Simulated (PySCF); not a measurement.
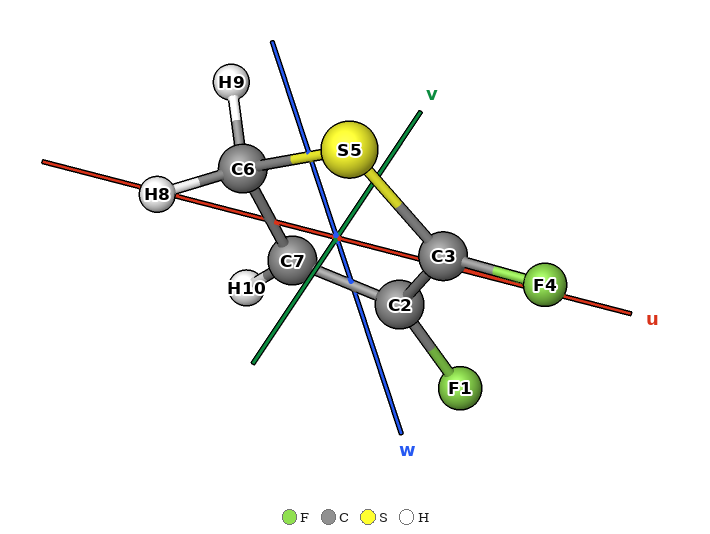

The lines u, v and w are the principal axes of the g tensor. Charge 0, doublet. Computed geometry: GFN2-xTB optimisation. No frequency run is at hand to confirm it as a minimum. Level of theory: UKS B3LYP, pcH-1 on C F H S, non-relativistic, mean-field spin-orbit, GIAO (PySCF 2.14.0).

Along which axis does g lie farthest from the free-electron value?

Answer. Along u (nearly parallel to the C3–F4 bond): the shift is 4832 ppm.

Give the principal values and shifts.

| axis | g | shift (ppm) |
| --- | --- | --- |
| u | 2.00715 | 4832 |
| v | 2.00195 | −370 |
| w | 2.00515 | 2832 |
